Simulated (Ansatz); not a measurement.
# Molecular dynamics of Mg8O9 (part 3 of 3)

Mg8O9 (defect cell, 17 atoms in the cell); DFT LDA, scalar-relativistic, plane waves, PAW, PAW set soft_1, spin-polarised (Ansatz 0.2.0); cutoff 420 eV, 2×2×2 k-mesh, Fermi–Dirac smearing of 0.05 eV, collinear spins. The structure derives from an entry of the Crystallography Open Database. One setting was made poor on purpose. It belongs to a series of runs on one base structure; here: dynamics from the last frame of the run before.

Geometry of the input (Å; fractional positions):
```
0.0000  3.8990  3.8990
3.8990  0.0000  3.8990
3.8990  3.8990  0.0000
Mg 0.0206  0.0511  -0.0177
O  0.2856  0.2920  0.2067
Mg 0.0522  0.0411  0.4840
O  0.2595  0.3071  0.7117
Mg 0.0393  0.5770  -0.0663
O  0.2690  0.8041  0.2089
Mg 0.0292  0.5607  0.4554
O  0.2821  0.8223  0.6948
Mg 0.5285  0.0444  -0.0443
O  0.7818  0.1601  0.3429
Mg 0.5189  0.0186  0.4608
O  0.7689  0.3257  0.6840
Mg 0.5062  0.5623  -0.0715
O  0.8043  0.7927  0.1943
Mg 0.5252  0.5372  0.4268
O  0.7543  0.8035  0.7356
O  0.7824  0.4111  1.0947
```

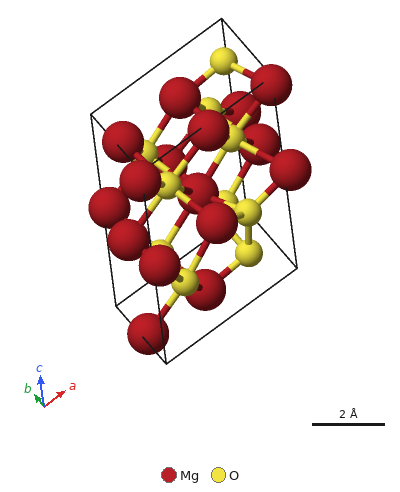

Fig. 1: The geometry at step 127 of the log (ball-and-stick view of the cell of the calculation, seen slightly off an axis).

Trajectory as extended XYZ, continued
```
17
Lattice="0.0000 3.8990 3.8990 3.8990 0.0000 3.8990 3.8990 3.8990 0.0000" Properties=species:S:1:pos:R:3:forces:R:3 step=36 time_fs=36.0 energy=-20220.81837 temperature=1300.6
Mg    0.0171   -0.1607    0.3720    1.2275   1.1288  -1.1680
O     2.1004    1.9074    2.2947   -2.0450   0.5000  -1.1934
Mg    1.9105    2.0792    0.2119    0.9025  -2.3772   1.8469
O     3.8984    3.8273    2.3310    0.4847   0.2181  -0.3893
Mg    1.9477    0.0749    2.3662    0.3157  -1.1661   2.8211
O     3.9730    1.8233    4.2529   -1.3050   0.3861  -0.8924
Mg    3.9431    1.7809    2.1800    1.2459   1.1218   2.5179
O     5.8714    3.8541    4.1996    0.1696   0.5570  -1.2102
Mg    0.0263    1.8745    2.2086   -0.3745   0.0473   1.6017
O     1.8528    4.1777    3.7490    0.6728   5.2479  -4.3082
Mg    2.0288    3.8545    2.0470   -0.6915  -0.3311   2.1741
O     3.9467    5.7787    4.2787   -0.6292  -0.5073  -2.6328
Mg    2.0684    1.7669    4.1659   -0.5882   0.0294   0.7429
O     3.9541    3.7472    6.0479   -0.4445   0.8383   2.2695
Mg    3.8529    3.8853    4.2484   -0.9223  -1.0638  -1.8092
O     5.8307    5.8030    6.2510    1.1930  -0.0856  -2.9060
O     5.7858    7.2953    4.7204    0.7883  -4.5435   2.5355
17
Lattice="0.0000 3.8990 3.8990 3.8990 0.0000 3.8990 3.8990 3.8990 0.0000" Properties=species:S:1:pos:R:3:forces:R:3 step=55 time_fs=55.0 energy=-20221.29454 temperature=486.2
Mg    0.0207   -0.0926    0.1945    1.1504  -0.6060   3.1685
O     1.8866    1.9406    2.2194    1.0314  -1.2740   0.6845
Mg    1.9393    2.0024    0.2992    0.6237   3.1859   0.7450
O     3.9988    3.8408    2.2752   -1.1199  -0.2664  -0.3881
Mg    1.9920   -0.0252    2.4363   -0.5118  -0.1925  -2.2253
O     3.9081    1.8681    4.1642    0.3127   0.8636   0.7992
Mg    3.9759    1.9026    2.3321    0.4646  -0.0742  -2.6358
O     5.8616    3.8419    4.2306   -0.0226  -1.2186   0.2673
Mg   -0.0695    1.8905    2.2266    2.3143   0.0835   0.0541
O     1.8042    4.3191    3.8276    0.5576  -2.2769  -2.2898
Mg    2.0562    3.7656    2.1579   -0.5977   1.4871   0.0446
O     3.8494    5.7528    4.1886    1.0167   0.7294   0.6014
Mg    2.0484    1.6987    4.1347   -1.6980   0.1666   0.0161
O     3.8757    3.8754    6.2156    0.6283  -0.2635  -2.6479
Mg    3.9217    3.8799    4.2061   -1.5438  -0.6721   0.9055
O     5.9705    5.7785    6.0703   -2.8723  -1.1269   1.7907
O     5.9218    7.2001    4.6492    0.2665   1.4551   1.1100
17
Lattice="0.0000 3.8990 3.8990 3.8990 0.0000 3.8990 3.8990 3.8990 0.0000" Properties=species:S:1:pos:R:3:forces:R:3 step=73 time_fs=73.0 energy=-20220.88793 temperature=1240.6
Mg    0.1603   -0.0572    0.3063   -1.2542   1.3342  -1.0245
O     1.8645    1.7976    2.2530    1.7670   1.0307   0.4303
Mg    2.0424    2.0567    0.4520   -0.9670  -1.4777  -1.3212
O     3.9172    3.8436    2.1731    0.2172   0.4004   1.3281
Mg    1.9831   -0.1272    2.3877   -0.0213   0.7685   2.0847
O     3.8496    1.9767    4.1689    1.4429  -2.5205   0.1812
Mg    4.0452    1.9921    2.2593   -2.8390  -2.0517   0.2105
O     5.8578    3.7721    4.2340   -0.0274   1.4553  -0.9989
Mg    0.0126    1.9166    2.2553   -1.8596  -0.0580  -1.3644
O     1.8722    4.3511    3.7196    1.0749  -1.2040   3.5700
Mg    2.0055    3.7897    2.1574   -0.5442  -1.1752  -2.5452
O     3.9160    5.8450    4.1312   -0.3873  -0.7286   0.9921
Mg    1.8605    1.6663    4.1377    1.6611   0.4208   0.4780
O     3.8996    3.9350    6.1066    0.3671  -1.0561   1.1868
Mg    3.8197    3.8033    4.2165    1.3653   1.5707  -0.6660
O     5.7829    5.6433    6.1043    2.9616   2.5435  -0.0762
O     6.0491    7.2249    4.6692   -2.9570   0.7480  -2.4655
17
Lattice="0.0000 3.8990 3.8990 3.8990 0.0000 3.8990 3.8990 3.8990 0.0000" Properties=species:S:1:pos:R:3:forces:R:3 step=91 time_fs=91.0 energy=-20220.99912 temperature=665.7
Mg    0.1855    0.0716    0.3530   -1.0297  -2.8795  -0.9862
O     2.0933    1.8052    2.3279   -2.6331   0.5932  -0.6022
Mg    2.0421    2.0335    0.4575   -0.9021  -0.2461  -1.7533
O     3.8597    3.8734    2.2662    1.0809  -0.5708  -0.6550
Mg    1.9696   -0.1737    2.4192    0.0094   1.8755  -0.7569
O     4.0059    1.8296    4.2199   -0.9227   2.7413  -0.6206
Mg    3.9043    1.8809    2.1945    2.1361   0.3120   1.7013
O     5.8572    3.8156    4.1723    0.0871   0.1980   0.1992
Mg   -0.0622    1.9300    2.1798    1.0821  -0.7911   1.6265
O     2.0611    4.2988    3.7787   -0.6050   3.0290  -4.9781
Mg    1.8993    3.7799    2.0151    1.5470   1.0775   3.9528
O     3.8842    5.8536    4.2021    0.8378  -0.2403  -0.5278
Mg    1.8470    1.6932    4.1965    1.2729  -0.3287  -0.3692
O     3.9726    3.8280    6.1087   -0.9318   0.2358   0.3939
Mg    3.8180    3.8382    4.1641    0.5918  -0.5625  -0.0657
O     5.9104    5.8276    6.1768   -1.8077  -2.1403  -0.2390
O     5.8594    7.2372    4.5995    0.1870  -2.3033   3.6802
17
Lattice="0.0000 3.8990 3.8990 3.8990 0.0000 3.8990 3.8990 3.8990 0.0000" Properties=species:S:1:pos:R:3:forces:R:3 step=109 time_fs=109.0 energy=-20221.72946 temperature=862.0
Mg    0.0866   -0.0430    0.2648   -0.2298  -0.8097   1.5858
O     1.9543    1.9397    2.2652    0.3201  -1.3833   0.3606
Mg    1.9537    2.0176    0.3046    0.9983   0.4684   0.6600
O     3.9746    3.8169    2.2727   -1.0011   0.2179  -1.1981
Mg    1.9727   -0.0158    2.4149    0.0727  -0.4364  -0.4860
O     4.0059    1.9581    4.1890   -1.8761  -1.5035   0.6873
Mg    3.9107    1.7915    2.3057    0.7207   1.6661  -1.8876
O     5.8883    3.8271    4.2154    0.0485   0.3754  -0.0401
Mg   -0.0305    1.8580    2.2587    0.3216  -0.0462   0.3366
O     2.1160    4.2820    3.6615   -0.4353  -0.0331   3.6473
Mg    1.9314    3.8056    2.1115    0.2311  -0.7767  -2.9205
O     3.8684    5.8080    4.2099    1.0559  -0.8232   0.5497
Mg    2.0419    1.7101    4.2093   -1.1157   1.8668   0.2960
O     3.9057    3.7572    6.2069   -0.1810   1.2988  -1.5104
Mg    3.8917    3.8418    4.1134   -0.4386   0.6355   1.7242
O     5.8599    5.8037    6.1711   -0.1203  -0.2269  -1.1102
O     5.6957    7.3095    4.6558    1.6291  -0.4899  -0.6946
17
Lattice="0.0000 3.8990 3.8990 3.8990 0.0000 3.8990 3.8990 3.8990 0.0000" Properties=species:S:1:pos:R:3:forces:R:3 step=127 time_fs=127.0 energy=-20220.11099 temperature=743.1
Mg   -0.0001   -0.2452    0.3119    2.0569   2.5867  -1.4403
O     1.8705    1.8973    2.2412    1.6129   1.3764  -0.4214
Mg    1.9376    2.0796    0.2310   -1.1202   0.0931   1.1621
O     3.9116    3.7934    2.1430   -0.2688   0.2444   2.6375
Mg    1.9743    0.0983    2.3764   -0.0193  -0.4154   1.9111
O     3.8203    1.9008    4.2312    3.7408  -0.0302  -0.7200
Mg    4.0029    1.8957    2.2411   -1.4710  -0.5002   1.0117
O     5.9010    3.8788    4.1831   -0.6090  -0.7228  -0.6625
Mg    0.0153    1.7943    2.3565   -1.4279   1.0363  -1.9421
O     2.1129    4.3488    3.7369   -1.1634  -4.4396   2.1525
Mg    2.0052    3.7832    2.0718   -1.1757   0.0460   1.1813
O     4.0218    5.6731    4.2597   -1.5503   1.8028  -1.3371
Mg    2.0720    1.8321    4.2121   -1.1512  -4.5795  -2.2621
O     3.8386    3.8733    6.1064    1.4503  -1.2350   1.9743
Mg    3.9091    3.8707    4.2510   -0.9663  -1.8421  -0.9328
O     5.8181    5.6925    6.0714    1.7737   1.0447   2.0113
O     5.7341    7.2270    4.7700    0.2887   5.5344  -4.3235
17
Lattice="0.0000 3.8990 3.8990 3.8990 0.0000 3.8990 3.8990 3.8990 0.0000" Properties=species:S:1:pos:R:3:forces:R:3 step=145 time_fs=145.0 energy=-20221.10605 temperature=990.1
Mg    0.0747   -0.2336    0.2860   -0.1220   2.1438   0.7691
O     2.0240    1.9701    2.1595   -0.5335  -0.8784   0.6912
Mg    1.8468    2.0594    0.2276    2.3820   0.4445   0.7639
O     3.8342    3.8136    2.3185    2.1009   0.1783  -0.7590
Mg    1.9704    0.1457    2.4284    0.0425  -1.9583  -2.7201
O     3.9886    1.7705    4.2095   -2.7018   1.0591   0.1479
Mg    4.0257    1.9911    2.2084   -0.0058  -1.9461   0.2776
O     5.8383    3.8758    4.1333    0.2255  -1.6684   2.6999
Mg   -0.0521    1.8233    2.2785    1.6196   0.3967  -0.5713
O     2.0384    4.2946    3.7640    0.2837   0.3727  -0.5727
Mg    1.9619    3.8052    2.1017   -0.0740   0.9324  -0.8300
O     3.9903    5.7044    4.1624   -0.7411   0.0573   0.7955
Mg    2.0005    1.7365    4.1090    0.8080   0.8383   1.0255
O     3.9628    3.8710    6.2357   -0.9840  -0.5167  -1.3366
Mg    3.8227    3.7591    4.3460   -0.2625   0.7308  -1.4488
O     5.9749    5.7450    6.1679   -2.5275   1.1616  -1.2048
O     5.7809    7.2737    4.6925    0.4898  -1.3477   2.2726
17
Lattice="0.0000 3.8990 3.8990 3.8990 0.0000 3.8990 3.8990 3.8990 0.0000" Properties=species:S:1:pos:R:3:forces:R:3 step=164 time_fs=164.0 energy=-20221.41851 temperature=570.5
Mg    0.1386   -0.0179    0.3356   -0.6774  -1.8933   0.2133
O     2.0461    1.9223    2.2159   -0.8085  -0.1615   0.3220
Mg    1.9744    2.0274    0.3098    0.1254  -0.7853  -0.5503
O     4.0612    3.8634    2.3365   -2.6549   0.1591  -1.1023
Mg    1.9874    0.0132    2.3978    0.7101  -0.2217   2.2001
O     3.8428    1.8501    4.1894    1.7240  -0.1296  -0.1893
Mg    4.0045    1.8678    2.2270   -1.2634   0.7714  -0.3850
O     5.8346    3.7764    4.2983    0.3274   1.7180  -3.4394
Mg    0.0141    1.8872    2.1835   -0.5406  -0.2117   1.9039
O     1.9998    4.2117    3.7542   -0.5214   2.9589  -1.2851
Mg    1.9115    3.8937    2.0857    1.0738  -0.5124   1.3568
O     3.8628    5.7846    4.1766    1.4054  -0.1813   0.1167
Mg    1.9977    1.6855    4.1039   -1.8790  -0.1077   0.3637
O     3.9118    3.7883    6.1914   -0.0386   0.9333  -0.3821
Mg    3.7532    3.7474    4.2303    1.7696   1.5031  -0.3935
O     5.8177    5.8892    6.1482    1.6192  -2.9314   1.1575
O     5.8564    7.2058    4.7031   -0.3712  -0.9080   0.0933
17
Lattice="0.0000 3.8990 3.8990 3.8990 0.0000 3.8990 3.8990 3.8990 0.0000" Properties=species:S:1:pos:R:3:forces:R:3 step=182 time_fs=182.0 energy=-20221.32821 temperature=1373.9
Mg    0.1295    0.0229    0.3972   -0.1240  -0.2594  -2.1845
O     1.9300    1.8551    2.2854    0.6853   0.3600  -0.6732
Mg    2.1016    2.0135    0.3916   -1.8753   1.9756   0.0880
O     3.9009    3.9024    2.1966    0.4846  -1.0301   1.3567
Mg    2.0306   -0.1842    2.4522   -0.7242   0.7332  -1.8628
O     3.8968    1.9252    4.1566    0.2709  -0.0093   0.3370
Mg    3.8719    1.8226    2.2378    1.1755   1.0050   1.0315
O     5.8835    3.8356    4.1790    0.1093  -1.3793   1.0590
Mg    0.0339    1.9416    2.2614   -0.8424   0.0167  -1.3075
O     1.8984    4.3247    3.7993    0.6310  -2.9228  -0.6839
Mg    1.9901    3.8698    2.0749   -0.8504  -1.4914   1.2978
O     3.9681    5.8293    4.2144   -1.7871  -0.0647  -0.4358
Mg    1.8489    1.6767    4.1643    2.5806   0.7465   0.1081
O     3.8971    3.8499    6.0331    0.8377  -0.2906   1.2531
Mg    3.8492    3.8840    4.0678   -0.7306  -1.5654   1.4734
O     5.8563    5.6698    6.2135    0.1724   2.8377  -1.1207
O     5.8898    7.1871    4.6718   -0.0131   1.3385   0.2637
17
Lattice="0.0000 3.8990 3.8990 3.8990 0.0000 3.8990 3.8990 3.8990 0.0000" Properties=species:S:1:pos:R:3:forces:R:3 step=200 time_fs=200.0 energy=-20220.39754 temperature=393.0
Mg    0.0848   -0.0007    0.2225    0.2847  -0.2610   1.4255
O     1.8953    1.8301    2.2604    0.6589  -1.3209   1.5256
Mg    1.9895    2.0778    0.4401    0.7599  -3.0550  -1.8732
O     3.7849    3.7752    2.2169    2.8338   0.9216  -0.6081
Mg    1.9859   -0.2805    2.3836   -0.5783   4.2358   3.1843
O     4.0567    1.9784    4.1877   -2.4797  -0.5493   0.6397
Mg    3.8447    1.9039    2.3543    1.4702  -0.9581  -2.1792
O     5.9484    3.8250    4.1798   -0.6534   1.5021  -0.0929
Mg   -0.0419    1.9844    2.2276    1.4883  -1.5985  -0.0254
O     1.8882    4.2711    3.7280    0.9841   2.8399   0.7961
Mg    1.9667    3.6811    2.1426    0.1585   1.8329  -1.8958
O     3.8820    5.8481    4.1722    0.7798  -0.6165   0.4774
Mg    1.9398    1.7358    4.2717   -0.1989  -1.8362  -1.4037
O     4.0596    3.9106    6.0946   -3.0837  -0.4978  -0.6020
Mg    3.9123    3.8922    4.0661   -1.0595   0.5589   1.9524
O     5.9608    5.7515    6.1383   -2.0070  -1.4893   0.6765
O     5.9088    7.2695    4.6787    0.6421   0.2914  -1.9972
```
